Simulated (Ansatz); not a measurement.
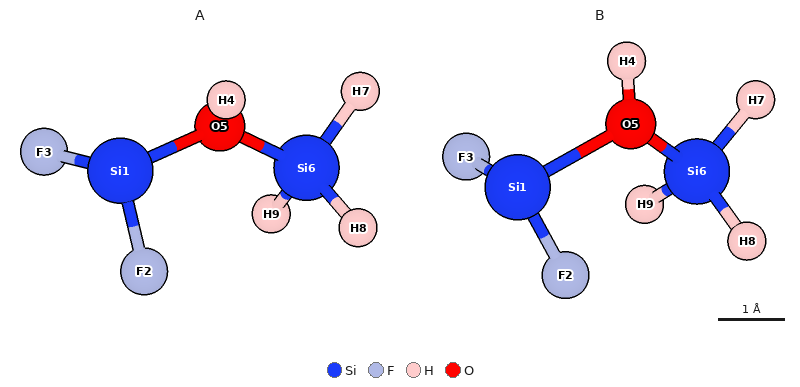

Two geometries of Si2H4OF2 (started from a transition state, displaced along its imaginary mode), drawn at one scale. One is the start of a relaxation, the other its converged end. Style: ball-and-stick. Shown at a tilt.

All numbers below come from Ansatz 0.2.0, RKS PBE0-D4/def2-TZVP. Settings: force threshold 0.005 eV/Å; at most 200 steps.

Q: Which geometry has the lower energy?

A: Structure B is the relaxed one. H4 moves most after the best rigid fit: 0.75 Å. By element the largest moves are H 0.75 Å, F 0.41 Å, O 0.41 Å, Si 0.26 Å. Some distances before and after: Si1–H4 1.955 → 2.647 Å, Si1–O5 1.950 → 2.101 Å, H4–O5 0.910 → 0.962 Å, O5–Si6 1.747 → 1.704 Å. Among the angles between lasting bonds that change: Si1–O5–H4 76.8° → 114.4°, Si1–O5–Si6 138.1° → 121.2°, F2–Si1–O5 93.9° → 83.7°. After 27 accepted moves (30 points after the start) the energy has fallen by 13.7 kcal/mol. The largest force component goes from 4.1 to 0.0024 eV/Å. The line search rejected the trial steps at points 10, 21, 23 of the run. The forces were under the threshold at step 11, but the run went on from there. Cost: 82 s on 4 threads of Arm Neoverse V2, with other jobs on the host.
